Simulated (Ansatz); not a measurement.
## Electronic structure of AlH$_{5}$O in real space

The calculation's input:

```
crystal:
  periodic: [false, false, false]
  atoms:
    - { symbol: Al, position_ang: [0.063901, 0.329332, -0.097981] }
    - { symbol: H, position_ang: [-0.020503, 0.143046, 1.466608] }
    - { symbol: H, position_ang: [1.467662, 0.69189, -0.774212] }
    - { symbol: H, position_ang: [-1.295193, 0.286436, -0.944864] }
    - { symbol: O, position_ang: [0.155056, -2.463814, 0.876033] }
    - { symbol: H, position_ang: [-0.761996, -2.791599, 0.796281] }
    - { symbol: H, position_ang: [0.062373, -1.720391, 1.532135] }
basis:
  gaussian: { orbitals: def2-SVP }
hamiltonian:
  xc: revpbe
  dispersion: d4
relax:
  f_tol: 0.03
  max_steps: 50
output:
  orbitals: {}
```

Launched as:

```sh
ansatz run input.yaml --threads 1 --pin off --max-ram 2048MiB --backend cpu --events-out ev --progress --plain --runs-dir out
```

The fields are those of the run's last geometry, not of the input's.

All numbers below come from RKS revPBE-D4/def2-SVP in Ansatz.

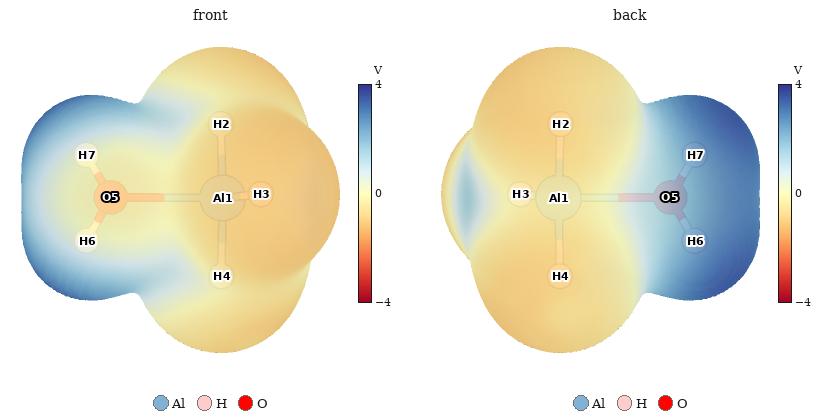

Figure 1. The molecular electrostatic potential painted on the density surface at 0.002 e/bohr³, seen from the front and from behind; red is negative and blue positive.

Describe the electrostatic potential map.

The most negative region (about −1.1 V) lies over H3, the most positive (about +3.5 V) over H6 and H7.

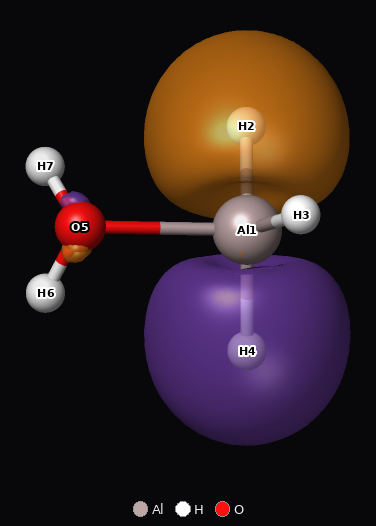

Figure 2. The HOMO−1 at ±0.1 Å⁻³ᐟ² (orange and purple are the two phases), seen across its widest extent.

What is the character of this orbital?

It lies mainly on Al1 (about 35 %), H2 (about 30 %) and H4 (about 30 %). Its energy is −6.37 eV.

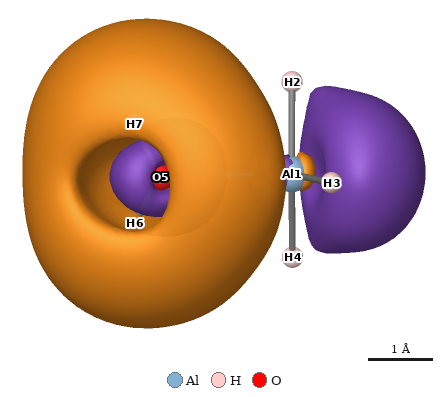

Figure 3. The LUMO at ±0.08 Å⁻³ᐟ² (orange and purple are the two phases), seen across its widest extent.

Describe this orbital and give its energy.

Its weight (Hirshfeld) is mainly on Al1 (about 30 %), H6 (about 20 %), H7 (about 20 %) and O5 (about 20 %). Its energy is −1.22 eV.
